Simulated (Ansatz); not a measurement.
**Molecular dynamics, with input and output: C$_{2}$H$_{8}$OSi (part 1 of 4)**

- system: C$_{2}$H$_{8}$OSi
- method: RKS PBE-D4/def2-SVP (Ansatz 0.2.0)

It belongs to a series of runs on one base structure; here: dynamics from the highest image of the converged band.

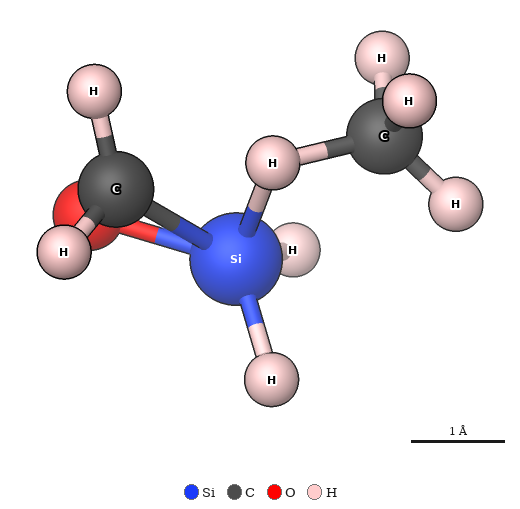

The structure as given in the input (ball-and-stick view, seen at a tilt).

Summary

| quantity | value |
| --- | --- |
| outcome | finished |
| mean temperature over the second half | 1476 K |
| trajectory | 200 steps, 100 fs |
| ensemble | nve |
| temperature in the input | 300.0 K |
| time step | 0.5 fs |
| potential energy (last step) | −12112.6906 eV |
| mean-field energy (last step) | −12112.5613 eV |
| largest force (length of the vector) (last step) | 3.061 eV/Å |
| hardware | 2 threads of Arm Neoverse V2, 24 GiB of memory available, shared host |
| wall time | 4.6 min (CPU time 9 min) |
| peak memory | 0.13 GiB |

So short a trajectory is not equilibrated.

Input file
```yaml
crystal:
  periodic: [false, false, false]
  atoms:
    - { symbol: Si, position_ang: [-0.91905, 0.195126, 0.406275] }
    - { symbol: C, position_ang: [1.029164, -0.796597, 0.786682] }
    - { symbol: O, position_ang: [-1.672314, 0.198492, -1.089451] }
    - { symbol: C, position_ang: [-0.323529, 0.777047, -1.40616] }
    - { symbol: H, position_ang: [0.648749, 0.058259, -0.173987] }
    - { symbol: H, position_ang: [-1.586618, -0.883046, 1.239929] }
    - { symbol: H, position_ang: [-0.775617, 1.444983, 1.222428] }
    - { symbol: H, position_ang: [2.080195, -0.550427, 0.519756] }
    - { symbol: H, position_ang: [0.826, -1.851436, 0.524649] }
    - { symbol: H, position_ang: [0.922184, -0.632149, 1.877007] }
    - { symbol: H, position_ang: [-0.389191, 1.849399, -1.690447] }
    - { symbol: H, position_ang: [0.160229, 0.190351, -2.216583] }
basis:
  gaussian: { orbitals: def2-SVP }
hamiltonian:
  xc: pbe
  dispersion: d4
md:
  timestep: 0.5
  n_steps: 200
  ensemble: nve
  temperature: 300.0
  initial_velocities: maxwell_boltzmann
  seed: 10275
```

Run as:
```bash
ansatz run input.yaml --threads 2 --pin off --max-ram 3072MiB --backend cpu --events-out ev --progress --plain --runs-dir out
```

What the program printed
```
Engine: ansatz 0.2.0, aarch64-unknown-linux-gnu
Functional definition: PBE
  parameter kappa = 0.804
  parameter beta = 0.06672455060314922
  exchange = pbe_x(kappa = kappa, mu = beta*pi^2/3)
  correlation = pbe_c(beta = beta)
1119 factors; their error is unknown
mean field evaluation 1: about -12101.2290 eV, gradient 6.5e1 eV
mean field evaluation 2: about -12064.6361 eV, gradient 1.4e2 eV
mean field evaluation 4: about -12110.8186 eV, gradient 9.4e0 eV
mean field evaluation 8: about -12111.0136 eV, gradient 9.6e-2 eV
mean field evaluation 16: about -12110.9472 eV, gradient 2.6e-5 eV
mean field -12110.94720906 eV, -445.0691008380 hartree, gradient 2.6e-5 eV, S^2 0.000000; 0 other end points of the search recorded, 0 dependent functions left out
the calculation of the forces begins
reference -12110.94724410 eV, -445.0691021259 hartree; 21, 21 occupied and 79, 79 virtual orbitals, 1119 factors
md step     0: t =     0.00 fs  T =   300.0 K  F+E_penalty+E_count = -12111.16263025 eV  E_kin = 0.387780 eV  conserved = -12110.77485026 eV  (28 SCF iters)
these checks for a lower state are left out or cut short: starts, cluster_reference, orbital_swaps, neighbouring_geometries, increment
1119 factors; their error is unknown
mean field -12110.93222515 eV, -445.0685501894 hartree, gradient 1.7e-5 eV, S^2 0.000000; 0 other end points of the search recorded, 0 dependent functions left out
the calculation of the forces begins
reference -12110.93226019 eV, -445.0685514771 hartree; 21, 21 occupied and 79, 79 virtual orbitals, 1119 factors
md step     1: t =     0.50 fs  T =   288.6 K  F+E_penalty+E_count = -12111.14747876 eV  E_kin = 0.373069 eV  conserved = -12110.77440933 eV  (32 SCF iters)
[... from here on the SCF iterations and repeated set-up lines of each step are left out, up to the last step ...]
md step     2: t =     1.00 fs  T =   257.8 K  F+E_penalty+E_count = -12111.10688697 eV  E_kin = 0.333263 eV  conserved = -12110.77362429 eV  (32 SCF iters)
md step     3: t =     1.50 fs  T =   216.6 K  F+E_penalty+E_count = -12111.05272799 eV  E_kin = 0.279996 eV  conserved = -12110.77273222 eV  (32 SCF iters)
md step     4: t =     2.00 fs  T =   175.5 K  F+E_penalty+E_count = -12110.99881413 eV  E_kin = 0.226860 eV  conserved = -12110.77195428 eV  (32 SCF iters)
md step     5: t =     2.50 fs  T =   143.8 K  F+E_penalty+E_count = -12110.95732169 eV  E_kin = 0.185858 eV  conserved = -12110.77146384 eV  (32 SCF iters)
md step     6: t =     3.00 fs  T =   127.4 K  F+E_penalty+E_count = -12110.93599118 eV  E_kin = 0.164644 eV  conserved = -12110.77134685 eV  (32 SCF iters)
md step     7: t =     3.50 fs  T =   127.8 K  F+E_penalty+E_count = -12110.93672858 eV  E_kin = 0.165148 eV  conserved = -12110.77158069 eV  (32 SCF iters)
md step     8: t =     4.00 fs  T =   142.2 K  F+E_penalty+E_count = -12110.95590261 eV  E_kin = 0.183842 eV  conserved = -12110.77206106 eV  (32 SCF iters)
md step     9: t =     4.50 fs  T =   165.0 K  F+E_penalty+E_count = -12110.98595082 eV  E_kin = 0.213294 eV  conserved = -12110.77265710 eV  (32 SCF iters)
md step    10: t =     5.00 fs  T =   188.9 K  F+E_penalty+E_count = -12111.01748170 eV  E_kin = 0.244230 eV  conserved = -12110.77325185 eV  (31 SCF iters)
md step    11: t =     5.50 fs  T =   207.0 K  F+E_penalty+E_count = -12111.04126500 eV  E_kin = 0.267529 eV  conserved = -12110.77373644 eV  (32 SCF iters)
md step    12: t =     6.00 fs  T =   213.6 K  F+E_penalty+E_count = -12111.05013172 eV  E_kin = 0.276157 eV  conserved = -12110.77397521 eV  (31 SCF iters)
md step    13: t =     6.50 fs  T =   206.9 K  F+E_penalty+E_count = -12111.04118996 eV  E_kin = 0.267390 eV  conserved = -12110.77380016 eV  (32 SCF iters)
md step    14: t =     7.00 fs  T =   189.7 K  F+E_penalty+E_count = -12111.01829465 eV  E_kin = 0.245192 eV  conserved = -12110.77310273 eV  (32 SCF iters)
md step    15: t =     7.50 fs  T =   171.2 K  F+E_penalty+E_count = -12110.99331240 eV  E_kin = 0.221293 eV  conserved = -12110.77201984 eV  (31 SCF iters)
md step    16: t =     8.00 fs  T =   164.4 K  F+E_penalty+E_count = -12110.98356218 eV  E_kin = 0.212522 eV  conserved = -12110.77104041 eV  (32 SCF iters)
md step    17: t =     8.50 fs  T =   180.6 K  F+E_penalty+E_count = -12111.00423638 eV  E_kin = 0.233453 eV  conserved = -12110.77078308 eV  (30 SCF iters)
md step    18: t =     9.00 fs  T =   222.6 K  F+E_penalty+E_count = -12111.05929101 eV  E_kin = 0.287782 eV  conserved = -12110.77150867 eV  (30 SCF iters)
md step    19: t =     9.50 fs  T =   282.3 K  F+E_penalty+E_count = -12111.13772209 eV  E_kin = 0.364852 eV  conserved = -12110.77287028 eV  (31 SCF iters)
md step    20: t =    10.00 fs  T =   343.9 K  F+E_penalty+E_count = -12111.21867651 eV  E_kin = 0.444472 eV  conserved = -12110.77420409 eV  (31 SCF iters)
md step    21: t =    10.50 fs  T =   391.7 K  F+E_penalty+E_count = -12111.28136147 eV  E_kin = 0.506357 eV  conserved = -12110.77500495 eV  (30 SCF iters)
md step    22: t =    11.00 fs  T =   416.1 K  F+E_penalty+E_count = -12111.31297396 eV  E_kin = 0.537864 eV  conserved = -12110.77510984 eV  (31 SCF iters, 3 dispersion substeps)
md step    23: t =    11.50 fs  T =   415.5 K  F+E_penalty+E_count = -12111.31161585 eV  E_kin = 0.537017 eV  conserved = -12110.77459884 eV  (31 SCF iters, 3 dispersion substeps)
md step    24: t =    12.00 fs  T =   395.8 K  F+E_penalty+E_count = -12111.28530061 eV  E_kin = 0.511643 eV  conserved = -12110.77365752 eV  (30 SCF iters, 3 dispersion substeps)
md step    25: t =    12.50 fs  T =   368.6 K  F+E_penalty+E_count = -12111.24900474 eV  E_kin = 0.476472 eV  conserved = -12110.77253284 eV  (30 SCF iters, 3 dispersion substeps)
md step    26: t =    13.00 fs  T =   347.4 K  F+E_penalty+E_count = -12111.22059329 eV  E_kin = 0.449060 eV  conserved = -12110.77153285 eV  (30 SCF iters, 3 dispersion substeps)
md step    27: t =    13.50 fs  T =   344.2 K  F+E_penalty+E_count = -12111.21586411 eV  E_kin = 0.444893 eV  conserved = -12110.77097153 eV  (30 SCF iters, 3 dispersion substeps)
md step    28: t =    14.00 fs  T =   365.6 K  F+E_penalty+E_count = -12111.24366570 eV  E_kin = 0.472625 eV  conserved = -12110.77104020 eV  (30 SCF iters, 3 dispersion substeps)
md step    29: t =    14.50 fs  T =   411.0 K  F+E_penalty+E_count = -12111.30300161 eV  E_kin = 0.531308 eV  conserved = -12110.77169368 eV  (31 SCF iters, 3 dispersion substeps)
md step    30: t =    15.00 fs  T =   472.7 K  F+E_penalty+E_count = -12111.38372546 eV  E_kin = 0.611057 eV  conserved = -12110.77266851 eV  (31 SCF iters, 3 dispersion substeps)
md step    31: t =    15.50 fs  T =   539.1 K  F+E_penalty+E_count = -12111.47053095 eV  E_kin = 0.696895 eV  conserved = -12110.77363565 eV  (31 SCF iters, 3 dispersion substeps)
md step    32: t =    16.00 fs  T =   598.5 K  F+E_penalty+E_count = -12111.54803256 eV  E_kin = 0.773676 eV  conserved = -12110.77435610 eV  (31 SCF iters, 3 dispersion substeps)
md step    33: t =    16.50 fs  T =   642.0 K  F+E_penalty+E_count = -12111.60462353 eV  E_kin = 0.829894 eV  conserved = -12110.77472962 eV  (32 SCF iters, 3 dispersion substeps)
md step    34: t =    17.00 fs  T =   665.0 K  F+E_penalty+E_count = -12111.63433953 eV  E_kin = 0.859615 eV  conserved = -12110.77472455 eV  (32 SCF iters, 3 dispersion substeps)
md step    35: t =    17.50 fs  T =   667.8 K  F+E_penalty+E_count = -12111.63755898 eV  E_kin = 0.863253 eV  conserved = -12110.77430556 eV  (32 SCF iters, 3 dispersion substeps)
md step    36: t =    18.00 fs  T =   656.1 K  F+E_penalty+E_count = -12111.62151693 eV  E_kin = 0.848069 eV  conserved = -12110.77344790 eV  (30 SCF iters, 3 dispersion substeps)
md step    37: t =    18.50 fs  T =   640.6 K  F+E_penalty+E_count = -12111.60033697 eV  E_kin = 0.828066 eV  conserved = -12110.77227093 eV  (27 SCF iters, 3 dispersion substeps)
md step    38: t =    19.00 fs  T =   635.6 K  F+E_penalty+E_count = -12111.59273396 eV  E_kin = 0.821573 eV  conserved = -12110.77116135 eV  (31 SCF iters, 3 dispersion substeps)
md step    39: t =    19.50 fs  T =   653.9 K  F+E_penalty+E_count = -12111.61588870 eV  E_kin = 0.845224 eV  conserved = -12110.77066492 eV  (31 SCF iters, 3 dispersion substeps)
md step    40: t =    20.00 fs  T =   701.1 K  F+E_penalty+E_count = -12111.67733811 eV  E_kin = 0.906228 eV  conserved = -12110.77110995 eV  (30 SCF iters, 3 dispersion substeps)
md step    41: t =    20.50 fs  T =   772.0 K  F+E_penalty+E_count = -12111.77025672 eV  E_kin = 0.997939 eV  conserved = -12110.77231723 eV  (30 SCF iters, 3 dispersion substeps)
md step    42: t =    21.00 fs  T =   852.9 K  F+E_penalty+E_count = -12111.87613452 eV  E_kin = 1.102396 eV  conserved = -12110.77373824 eV  (30 SCF iters, 3 dispersion substeps)
md step    43: t =    21.50 fs  T =   926.9 K  F+E_penalty+E_count = -12111.97293327 eV  E_kin = 1.198081 eV  conserved = -12110.77485191 eV  (31 SCF iters, 3 dispersion substeps)
md step    44: t =    22.00 fs  T =   980.8 K  F+E_penalty+E_count = -12112.04313545 eV  E_kin = 1.267739 eV  conserved = -12110.77539641 eV  (31 SCF iters, 3 dispersion substeps)
md step    45: t =    22.50 fs  T =  1007.9 K  F+E_penalty+E_count = -12112.07814636 eV  E_kin = 1.302822 eV  conserved = -12110.77532460 eV  (32 SCF iters, 3 dispersion substeps)
md step    46: t =    23.00 fs  T =  1009.3 K  F+E_penalty+E_count = -12112.07934412 eV  E_kin = 1.304662 eV  conserved = -12110.77468240 eV  (32 SCF iters, 3 dispersion substeps)
md step    47: t =    23.50 fs  T =   993.2 K  F+E_penalty+E_count = -12112.05738625 eV  E_kin = 1.283808 eV  conserved = -12110.77357839 eV  (32 SCF iters, 3 dispersion substeps)
md step    48: t =    24.00 fs  T =   973.2 K  F+E_penalty+E_count = -12112.03020308 eV  E_kin = 1.257939 eV  conserved = -12110.77226416 eV  (32 SCF iters, 3 dispersion substeps)
md step    49: t =    24.50 fs  T =   965.1 K  F+E_penalty+E_count = -12112.01870590 eV  E_kin = 1.247522 eV  conserved = -12110.77118373 eV  (31 SCF iters, 3 dispersion substeps)
md step    50: t =    25.00 fs  T =   981.7 K  F+E_penalty+E_count = -12112.03977004 eV  E_kin = 1.268937 eV  conserved = -12110.77083311 eV  (30 SCF iters, 3 dispersion substeps)
md step    51: t =    25.50 fs  T =  1026.9 K  F+E_penalty+E_count = -12112.09878844 eV  E_kin = 1.327353 eV  conserved = -12110.77143533 eV  (31 SCF iters, 3 dispersion substeps)
md step    52: t =    26.00 fs  T =  1093.7 K  F+E_penalty+E_count = -12112.18644628 eV  E_kin = 1.413710 eV  conserved = -12110.77273650 eV  (31 SCF iters, 3 dispersion substeps)
md step    53: t =    26.50 fs  T =  1166.9 K  F+E_penalty+E_count = -12112.28253594 eV  E_kin = 1.508362 eV  conserved = -12110.77417432 eV  (31 SCF iters, 3 dispersion substeps)
md step    54: t =    27.00 fs  T =  1229.4 K  F+E_penalty+E_count = -12112.36442750 eV  E_kin = 1.589179 eV  conserved = -12110.77524846 eV  (32 SCF iters, 3 dispersion substeps)
md step    55: t =    27.50 fs  T =  1268.1 K  F+E_penalty+E_count = -12112.41490464 eV  E_kin = 1.639182 eV  conserved = -12110.77572312 eV  (30 SCF iters, 3 dispersion substeps)
md step    56: t =    28.00 fs  T =  1277.0 K  F+E_penalty+E_count = -12112.42624736 eV  E_kin = 1.650686 eV  conserved = -12110.77556107 eV  (32 SCF iters, 3 dispersion substeps)
md step    57: t =    28.50 fs  T =  1258.2 K  F+E_penalty+E_count = -12112.40118636 eV  E_kin = 1.626400 eV  conserved = -12110.77478681 eV  (31 SCF iters, 3 dispersion substeps)
md step    58: t =    29.00 fs  T =  1221.6 K  F+E_penalty+E_count = -12112.35248633 eV  E_kin = 1.578999 eV  conserved = -12110.77348760 eV  (30 SCF iters, 3 dispersion substeps)
md step    59: t =    29.50 fs  T =  1183.0 K  F+E_penalty+E_count = -12112.30112212 eV  E_kin = 1.529158 eV  conserved = -12110.77196435 eV  (31 SCF iters, 3 dispersion substeps)
md step    60: t =    30.00 fs  T =  1160.7 K  F+E_penalty+E_count = -12112.27111888 eV  E_kin = 1.500318 eV  conserved = -12110.77080056 eV  (32 SCF iters, 3 dispersion substeps)
md step    61: t =    30.50 fs  T =  1168.1 K  F+E_penalty+E_count = -12112.28049185 eV  E_kin = 1.509897 eV  conserved = -12110.77059435 eV  (32 SCF iters, 3 dispersion substeps)
md step    62: t =    31.00 fs  T =  1207.6 K  F+E_penalty+E_count = -12112.33239642 eV  E_kin = 1.560908 eV  conserved = -12110.77148843 eV  (30 SCF iters, 3 dispersion substeps)
md step    63: t =    31.50 fs  T =  1268.8 K  F+E_penalty+E_count = -12112.41308246 eV  E_kin = 1.640058 eV  conserved = -12110.77302450 eV  (29 SCF iters, 3 dispersion substeps)
md step    64: t =    32.00 fs  T =  1333.8 K  F+E_penalty+E_count = -12112.49864011 eV  E_kin = 1.724129 eV  conserved = -12110.77451102 eV  (30 SCF iters, 3 dispersion substeps)
md step    65: t =    32.50 fs  T =  1384.8 K  F+E_penalty+E_count = -12112.56543568 eV  E_kin = 1.789973 eV  conserved = -12110.77546240 eV  (30 SCF iters, 3 dispersion substeps)
md step    66: t =    33.00 fs  T =  1409.7 K  F+E_penalty+E_count = -12112.59788117 eV  E_kin = 1.822169 eV  conserved = -12110.77571183 eV  (31 SCF iters, 3 dispersion substeps)
md step    67: t =    33.50 fs  T =  1405.1 K  F+E_penalty+E_count = -12112.59150956 eV  E_kin = 1.816228 eV  conserved = -12110.77528137 eV  (31 SCF iters, 3 dispersion substeps)
md step    68: t =    34.00 fs  T =  1376.0 K  F+E_penalty+E_count = -12112.55287997 eV  E_kin = 1.778602 eV  conserved = -12110.77427815 eV  (31 SCF iters, 3 dispersion substeps)
md step    69: t =    34.50 fs  T =  1334.4 K  F+E_penalty+E_count = -12112.49776833 eV  E_kin = 1.724847 eV  conserved = -12110.77292091 eV  (31 SCF iters, 3 dispersion substeps)
md step    70: t =    35.00 fs  T =  1296.5 K  F+E_penalty+E_count = -12112.44742729 eV  E_kin = 1.675824 eV  conserved = -12110.77160340 eV  (32 SCF iters, 3 dispersion substeps)
md step    71: t =    35.50 fs  T =  1277.6 K  F+E_penalty+E_count = -12112.42225828 eV  E_kin = 1.651429 eV  conserved = -12110.77082959 eV  (32 SCF iters, 3 dispersion substeps)
md step    72: t =    36.00 fs  T =  1286.7 K  F+E_penalty+E_count = -12112.43410999 eV  E_kin = 1.663154 eV  conserved = -12110.77095571 eV  (32 SCF iters, 3 dispersion substeps)
md step    73: t =    36.50 fs  T =  1322.2 K  F+E_penalty+E_count = -12112.48099189 eV  E_kin = 1.709061 eV  conserved = -12110.77193099 eV  (31 SCF iters, 3 dispersion substeps)
md step    74: t =    37.00 fs  T =  1372.8 K  F+E_penalty+E_count = -12112.54784439 eV  E_kin = 1.774530 eV  conserved = -12110.77331414 eV  (32 SCF iters, 3 dispersion substeps)
md step    75: t =    37.50 fs  T =  1422.4 K  F+E_penalty+E_count = -12112.61311028 eV  E_kin = 1.838541 eV  conserved = -12110.77456906 eV  (30 SCF iters, 3 dispersion substeps)
md step    76: t =    38.00 fs  T =  1455.7 K  F+E_penalty+E_count = -12112.65693751 eV  E_kin = 1.881598 eV  conserved = -12110.77533987 eV  (31 SCF iters, 3 dispersion substeps)
md step    77: t =    38.50 fs  T =  1463.3 K  F+E_penalty+E_count = -12112.66693546 eV  E_kin = 1.891432 eV  conserved = -12110.77550309 eV  (31 SCF iters, 3 dispersion substeps)
md step    78: t =    39.00 fs  T =  1443.2 K  F+E_penalty+E_count = -12112.64048918 eV  E_kin = 1.865432 eV  conserved = -12110.77505732 eV  (31 SCF iters, 3 dispersion substeps)
md step    79: t =    39.50 fs  T =  1401.0 K  F+E_penalty+E_count = -12112.58495587 eV  E_kin = 1.810904 eV  conserved = -12110.77405236 eV  (31 SCF iters, 3 dispersion substeps)
md step    80: t =    40.00 fs  T =  1349.2 K  F+E_penalty+E_count = -12112.51666551 eV  E_kin = 1.744007 eV  conserved = -12110.77265835 eV  (31 SCF iters, 3 dispersion substeps)
md step    81: t =    40.50 fs  T =  1304.8 K  F+E_penalty+E_count = -12112.45781244 eV  E_kin = 1.686529 eV  conserved = -12110.77128357 eV  (30 SCF iters, 3 dispersion substeps)
md step    82: t =    41.00 fs  T =  1283.7 K  F+E_penalty+E_count = -12112.42985560 eV  E_kin = 1.659352 eV  conserved = -12110.77050376 eV  (31 SCF iters, 3 dispersion substeps)
md step    83: t =    41.50 fs  T =  1295.1 K  F+E_penalty+E_count = -12112.44479634 eV  E_kin = 1.674085 eV  conserved = -12110.77071145 eV  (31 SCF iters, 3 dispersion substeps)
md step    84: t =    42.00 fs  T =  1336.5 K  F+E_penalty+E_count = -12112.49941524 eV  E_kin = 1.727619 eV  conserved = -12110.77179590 eV  (32 SCF iters, 3 dispersion substeps)
md step    85: t =    42.50 fs  T =  1395.4 K  F+E_penalty+E_count = -12112.57690904 eV  E_kin = 1.803676 eV  conserved = -12110.77323318 eV  (32 SCF iters, 3 dispersion substeps)
md step    86: t =    43.00 fs  T =  1454.6 K  F+E_penalty+E_count = -12112.65467268 eV  E_kin = 1.880194 eV  conserved = -12110.77447872 eV  (32 SCF iters, 3 dispersion substeps)
md step    87: t =    43.50 fs  T =  1498.9 K  F+E_penalty+E_count = -12112.71271307 eV  E_kin = 1.937483 eV  conserved = -12110.77522992 eV  (30 SCF iters, 3 dispersion substeps)
md step    88: t =    44.00 fs  T =  1518.9 K  F+E_penalty+E_count = -12112.73873154 eV  E_kin = 1.963331 eV  conserved = -12110.77540016 eV  (32 SCF iters, 3 dispersion substeps)
md step    89: t =    44.50 fs  T =  1512.4 K  F+E_penalty+E_count = -12112.72989232 eV  E_kin = 1.954906 eV  conserved = -12110.77498668 eV  (32 SCF iters, 3 dispersion substeps)
md step    90: t =    45.00 fs  T =  1484.6 K  F+E_penalty+E_count = -12112.69297066 eV  E_kin = 1.918939 eV  conserved = -12110.77403157 eV  (31 SCF iters, 3 dispersion substeps)
md step    91: t =    45.50 fs  T =  1447.3 K  F+E_penalty+E_count = -12112.64343049 eV  E_kin = 1.870721 eV  conserved = -12110.77270908 eV  (31 SCF iters, 3 dispersion substeps)
md step    92: t =    46.00 fs  T =  1416.4 K  F+E_penalty+E_count = -12112.60231006 eV  E_kin = 1.830896 eV  conserved = -12110.77141404 eV  (31 SCF iters, 3 dispersion substeps)
md step    93: t =    46.50 fs  T =  1407.4 K  F+E_penalty+E_count = -12112.58986479 eV  E_kin = 1.819182 eV  conserved = -12110.77068307 eV  (32 SCF iters, 3 dispersion substeps)
md step    94: t =    47.00 fs  T =  1428.5 K  F+E_penalty+E_count = -12112.61737191 eV  E_kin = 1.846470 eV  conserved = -12110.77090202 eV  (32 SCF iters, 3 dispersion substeps)
md step    95: t =    47.50 fs  T =  1477.2 K  F+E_penalty+E_count = -12112.68140860 eV  E_kin = 1.909388 eV  conserved = -12110.77202101 eV  (30 SCF iters, 3 dispersion substeps)
md step    96: t =    48.00 fs  T =  1540.4 K  F+E_penalty+E_count = -12112.76463375 eV  E_kin = 1.991061 eV  conserved = -12110.77357288 eV  (31 SCF iters, 3 dispersion substeps)
md step    97: t =    48.50 fs  T =  1599.7 K  F+E_penalty+E_count = -12112.84280410 eV  E_kin = 2.067823 eV  conserved = -12110.77498112 eV  (32 SCF iters, 3 dispersion substeps)
md step    98: t =    49.00 fs  T =  1638.4 K  F+E_penalty+E_count = -12112.89365115 eV  E_kin = 2.117808 eV  conserved = -12110.77584364 eV  (32 SCF iters, 3 dispersion substeps)
```
